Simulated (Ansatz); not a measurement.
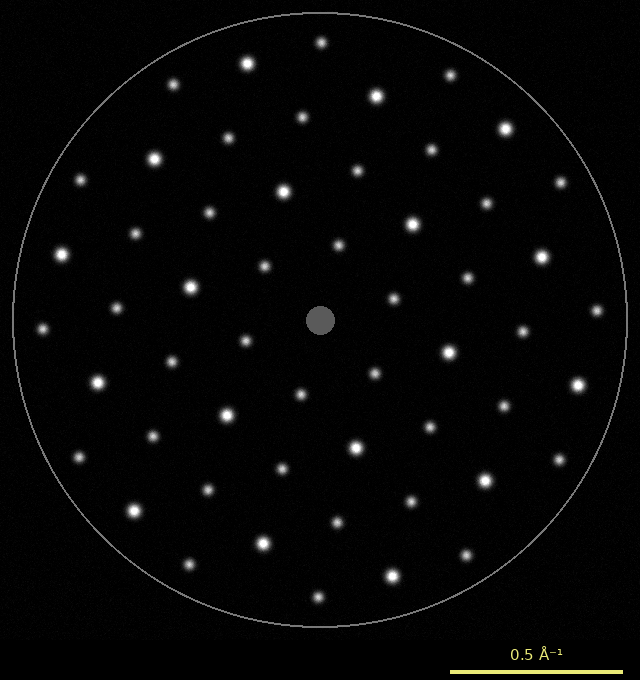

Simulated LEED pattern at 180 eV and normal incidence, from the upper face of a slab model. Spot positions follow from the surface net; brightness is a rough single-scattering estimate from the outer layers, good only for telling present from absent.

Question: What surface net do the spots show?

Answer: The spots form a hexagonal reciprocal net with shortest vectors 0.224 and 0.224 Å⁻¹ at 60.0°. The primitive real-space mesh has edges 5.16 and 5.16 Å at 60.0° (or its supplement) and area 23.1 Å².

The slab has composition Pb (2 atoms a cell, 0.0 Å thick). Structure: the geometry relaxed with DFT PBE, scalar-relativistic, plane waves, PAW (Ansatz 0.2.0); the starting structure was generated, so it need not be a known form of this composition.
